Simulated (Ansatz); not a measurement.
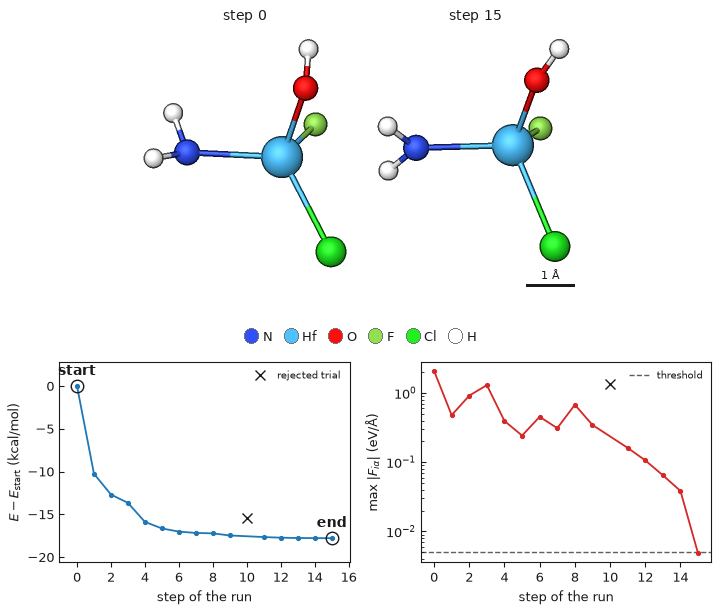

First and last geometry of a relaxation of HfNH3OClF, with the history of the run. The picture is a ball-and-stick view, seen face on.

The start comes from GFN2-xTB.

The calculation used RKS PBE0-D4/def2-TZVP (Ansatz). Set-up: force threshold 0.005 eV/Å; at most 150 steps.

Read the history and describe the run.

Answer. It converged. The largest move after the best rigid fit is that of an H atom, 1.25 Å. By element the largest moves are H 1.25 Å, F 0.45 Å, Hf 0.35 Å, O 0.18 Å, Cl 0.17 Å, N 0.10 Å. Among the contacts that change: Cl–Hf 2.255 → 2.370 Å, Hf–O 1.858 → 1.906 Å, F–Hf 1.881 → 1.911 Å, Hf–N 1.995 → 2.017 Å. Among the angles between lasting bonds that change: Hf–O–H 110.9° → 165.1°, O–Hf–F 96.6° → 113.7°, Hf–N–H 112.4° → 125.6°. Over 14 accepted moves (15 points after the start) the energy falls by 17.8 kcal/mol. The largest force component goes from 2.1 to 0.0048 eV/Å. The line search rejected the trial step at point 10 of the run.
